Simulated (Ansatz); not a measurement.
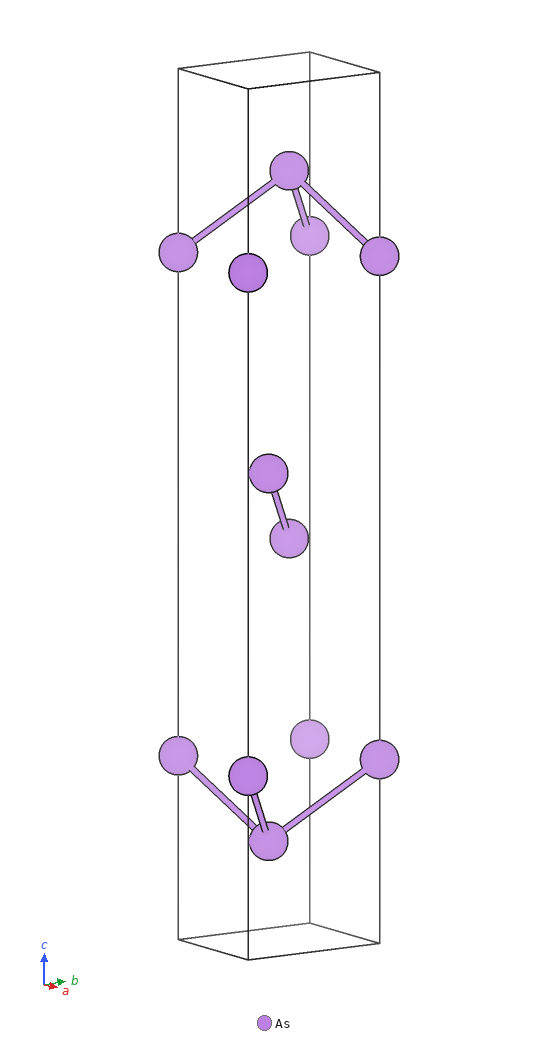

The figure gives a ball-and-stick picture of the atoms, viewed slightly off an axis. The wireframe shows the conventional unit cell.

How many atoms does the cell contain?

Answer. 6 (arsenic), counting shared atoms by their share.

State the lattice type.

Answer. Rhombohedral (trigonal R) lattice; the crystal system is trigonal.

Space group?

Answer. R-3m (No. 166), with As on 6c.

Describe the environment of the As atoms.

Answer. Each As has three As in a trigonal pyramidal arrangement.

Does the bonding give isolated units, chains, sheets or a framework?

Answer. The bonds build As layers parallel to (001).

The model was built from a structure type known for this element. Earlier steps of the study may have refined or changed the cell and positions. Ansatz was used for an electronic-structure calculation on it.
